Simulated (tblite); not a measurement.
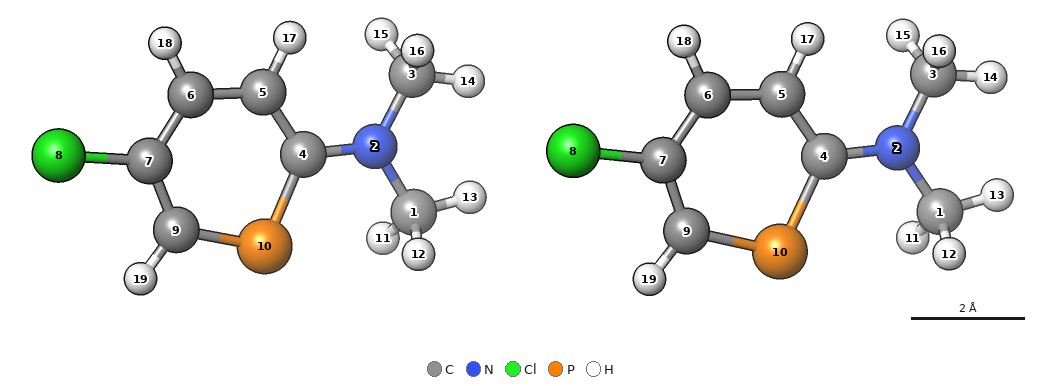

Two geometries of C7H9ClNP, drawn at one scale. One is the start of a relaxation, the other its converged end. A ball-and-stick model, seen at a tilt.

These are results of GFN2-xTB geometry optimisation, gas phase (tblite 0.8.0), not measurements. 

### Which geometry has the lower energy?

The left one is the relaxed one. After 34 geometry steps the energy has fallen by 44.9 kJ/mol. The atom that moves furthest after the best rigid fit is H19 (0.21 Å). By element the largest moves are H 0.21 Å, C 0.19 Å, Cl 0.14 Å, P 0.13 Å, N 0.06 Å. Among the contacts that change: C9–P10 1.840 → 1.730 Å, C4–P10 1.869 → 1.773 Å, C5–C6 1.410 → 1.378 Å, N2–C4 1.394 → 1.364 Å. Among the angles between lasting bonds that change: C5–C4–P10 118.1° → 122.2°, H12–C1–H13 105.0° → 108.9°, C1–N2–C4 121.3° → 118.5°. The run took 0.33 s on 1 thread of Intel(R) Xeon(R) 6975P-C, with other jobs on the host.
